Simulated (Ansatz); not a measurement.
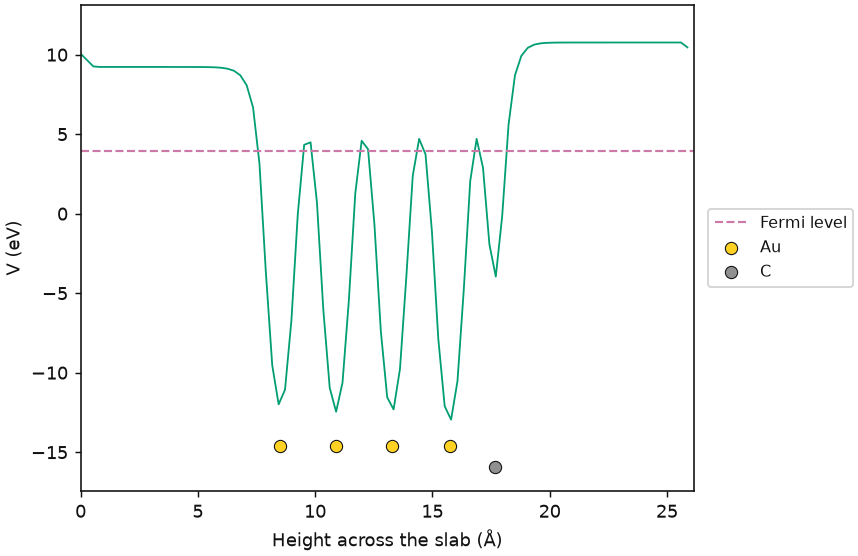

Plane-averaged electrostatic potential energy of an electron across the slab; circles at the bottom mark the heights of the atoms (positions after relaxation).

System: a (111) slab cut from Au (Fm-3m), of composition Au4C (not the bulk's), ended by Au planes, 5 atoms in the cell.

Level of theory: DFT r2SCAN, scalar-relativistic, plane waves, PAW, no spin polarisation, 12×12×1 k mesh, 500 eV cutoff, Gaussian smearing of 0.1 eV; code Ansatz 0.2.0.

**What is the work function?**

The work function is 6.79 eV at the right face and 5.26 eV at the left.

**How thick are slab and vacuum?**

The outermost atoms are 9.2 Å apart, which leaves 17.0 Å of vacuum in a cell 26.1 Å high.

**Do the two faces differ, and what does that say about the slab's dipole?**

The vacuum level is 1.54 eV higher at the right than at the left, so the slab carries a dipole along its normal; the ramp in the vacuum, at or near the edge of the plot, is the dipole correction that keeps each side flat. Some atoms were held fixed in the relaxation, which can itself make the faces differ.

Spin-orbit coupling is left out, which matters for Au.
